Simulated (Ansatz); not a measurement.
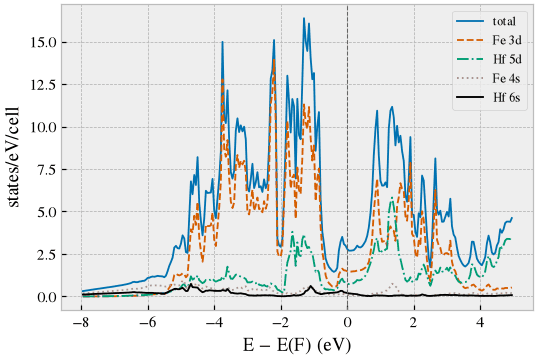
Figure. Total and projected density of states of HfFe₂ (cubic Laves (MgCu2 type), Fd-3m), plane-wave PAW r²SCAN (Ansatz code)

Question: Which orbitals carry the states next to the Fermi level?

Answer: Within 0.5 eV of the Fermi level: Fe 3d 50 %, Hf 5d 30 %, Hf 6s 7 %, outside the projected shells 9 %. Projections are on Löwdin-orthogonalised atomic valence shells; empty p or d shells of many metals are not among them.

Question: Where is the tallest occupied peak in this window, and what makes it?

Answer: Near -1.3 eV, about 16 states/eV per cell; the largest projected share is Fe 3d.

The first step of the workflow began from a Materials Project structure, measured or hypothetical; the Crystallography Open Database copy checked does not list it. Its standing as an ambient phase is unchecked. The cell was relaxed with r²SCAN under the symmetry of its start, as lowered by the spin order; whether a distortion lowers the energy is not shown. Magnetic state: ferrimagnetic, chosen from 4 collinear starts compared on coarse meshes (ties went to the first, and starts can fall back to one state), not a proven ground state. Other orbital occupations within this spin state were not tried. Scalar-relativistic: spin–orbit coupling is off unless named, which matters more the heavier the elements.

Potentials: the later of the program's two PAW sets.
